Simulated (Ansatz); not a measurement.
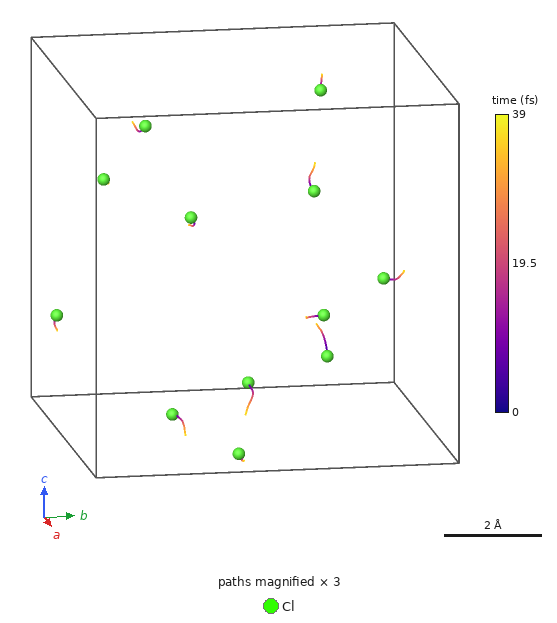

First-principles dynamics of a periodic cell with 6 Cl2 at 1.57 g/cm³, of which 39 fs are on record. Lines trace each atom's path, coloured by time; spheres stand at the starting positions. The excursions are magnified 3 times. Seen slightly off an axis in the simulation cell.

Theory: Ansatz, DFT r2SCAN-D3(BJ), scalar-relativistic, plane waves, PAW. Settings: plane-wave cutoff 500 eV; k-point mesh 1 × 1 × 1; Fermi-Dirac smearing 0.02 eV; Langevin thermostat (NVT); set temperature 400 K; time step 3 fs; friction 0.02 per fs.

The input:
```yaml
crystal:
  lattice:
    - [7.663094, 0.0, 0.0]
    - [0.0, 7.663094, 0.0]
    - [0.0, 0.0, 7.663094]
  atoms:
    - { symbol: Cl, position: [0.71317014, 0.07215963, 0.76271564] }
    - { symbol: Cl, position: [0.75609372, 0.30519527, 0.65690538] }
    - { symbol: Cl, position: [0.37786675, 0.32167112, 1.02320622] }
    - { symbol: Cl, position: [0.25628842, 0.26898626, 0.80014992] }
    - { symbol: Cl, position: [0.54581525, 0.87363056, 0.41726697] }
    - { symbol: Cl, position: [0.56661755, 0.71459767, 0.21183822] }
    - { symbol: Cl, position: [0.01674733, 1.06775031, 0.22767548] }
    - { symbol: Cl, position: [0.0583511, 0.79611058, 0.20839849] }
    - { symbol: Cl, position: [0.08412221, 0.78286406, 0.84048103] }
    - { symbol: Cl, position: [0.08101072, 0.76525673, 0.55972331] }
    - { symbol: Cl, position: [0.84611936, 0.42096284, 0.01512762] }
    - { symbol: Cl, position: [0.97922644, 0.42290527, 0.24322801] }
basis:
  ecutwfc: 500.0
kpoints:
  mp_grid: { grid: [1, 1, 1] }
hamiltonian:
  xc: r2scan
  dispersion: d3bj
scf:
  occupations: { method: fermi_dirac, width: 0.02 }
  lower_state_search: "off"
md:
  timestep: 3.0
  n_steps: 20
  ensemble: nvt_langevin
  temperature: 400.0
  initial_velocities: maxwell_boltzmann
  seed: 653473
  friction: 0.02
```

Launched with:
```bash
ansatz run input.yaml --threads 1 --pin off --max-ram 3072MiB --backend cpu --events-out ev --progress --plain --runs-dir out
```

### What do the traces tell about the motion?

In the second half of the run the atoms are, in the root-mean-square, this far from where they began (common drift taken out): Cl 0.13 Å. The heavy atoms stay within a fraction of a molecule's size of their starting places; so short a run doesn't tell a liquid from a solid. The run was cut off by its time limit after 13 steps.

Limits of the set-up: the periodic images lie only 7.7 Å apart, so the values are limited by the cell's size.

The run took 9.3 min on 1 thread of AMD EPYC 7R43 64-Core Processor (Zen 3), on a shared host, peak memory 1.3 GiB.
